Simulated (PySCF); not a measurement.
## Electronic structure of C$_{2}$H$_{13}$N$_{3}$OSi$_{3}$ in real space

```yaml
atoms:
  - { symbol: O, position_ang: [-2.5813, 1.4110, -0.6546] }
  - { symbol: Si, position_ang: [-1.2526, 1.4561, 0.2864] }
  - { symbol: N, position_ang: [-1.1500, 0.0286, 1.2474] }
  - { symbol: C, position_ang: [-1.3580, -1.2899, 0.6881] }
  - { symbol: C, position_ang: [-0.3360, -1.6933, -0.3785] }
  - { symbol: Si, position_ang: [1.4707, -1.5462, 0.1862] }
  - { symbol: N, position_ang: [2.2100, -0.1046, -0.4287] }
  - { symbol: Si, position_ang: [1.6984, 1.5508, -0.6084] }
  - { symbol: N, position_ang: [0.0067, 1.6982, -0.8714] }
  - { symbol: H, position_ang: [-3.4166, 1.2171, -0.2411] }
  - { symbol: H, position_ang: [-1.3070, 2.5438, 1.2625] }
  - { symbol: H, position_ang: [-0.3827, 0.0229, 1.9012] }
  - { symbol: H, position_ang: [-2.3600, -1.2973, 0.2466] }
  - { symbol: H, position_ang: [-1.3448, -2.0202, 1.5045] }
  - { symbol: H, position_ang: [-0.4883, -1.0615, -1.2528] }
  - { symbol: H, position_ang: [-0.5507, -2.7189, -0.6835] }
  - { symbol: H, position_ang: [2.2673, -2.6525, -0.3675] }
  - { symbol: H, position_ang: [1.5499, -1.6181, 1.6598] }
  - { symbol: H, position_ang: [3.2108, -0.1948, -0.5060] }
  - { symbol: H, position_ang: [2.3677, 2.0711, -1.8034] }
  - { symbol: H, position_ang: [2.0326, 2.2934, 0.6149] }
  - { symbol: H, position_ang: [-0.2966, 1.9236, -1.8024] }
```

Geometry: GFN2-xTB.

Level of theory: PBE0/pcSseg-1, SCF density, gas phase, non-relativistic (PySCF).

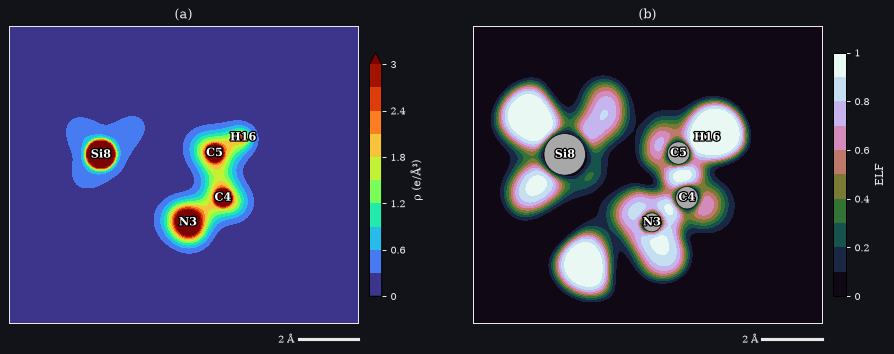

Figure 1. (a) total electron density; (b) electron localisation function on the plane of atoms C4, C5 and H16. Grey discs cover the atomic cores in the ELF map.

> Describe what can be read from this map.

The plane passes through N, C, Si and H nuclei.
C–N (1.45 Å): ρ is about 1.9 e/Å³ halfway; the ELF peaks at about 0.95 between the atoms; a covalent bond.
C–C (1.53 Å): ρ at the midpoint is about 1.6 e/Å³; the ELF peaks at about 0.95 between the atoms, as expected for localised, covalent bonding.
The ELF also peaks beside N3 and N7, away from the bonds: lone-pair regions.

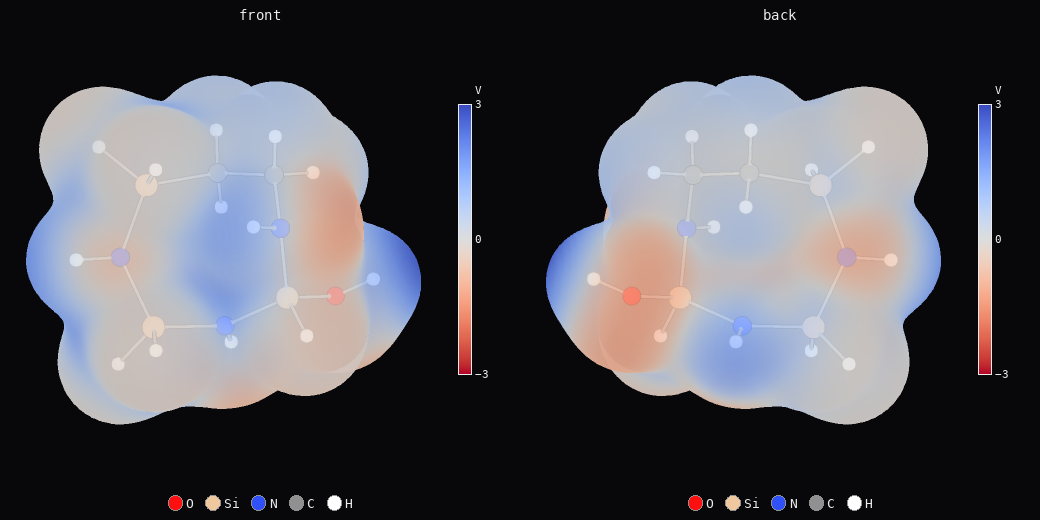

Figure 2. The electrostatic potential painted on the density surface at 0.002 e/bohr³, seen from the front and from behind; the colour scale runs from red (negative) to blue (positive).

> Where is the surface potential most negative and most positive?

The most negative region (about −1.3 V) lies over O1 and N3, the most positive (about +2.4 V) over H10.
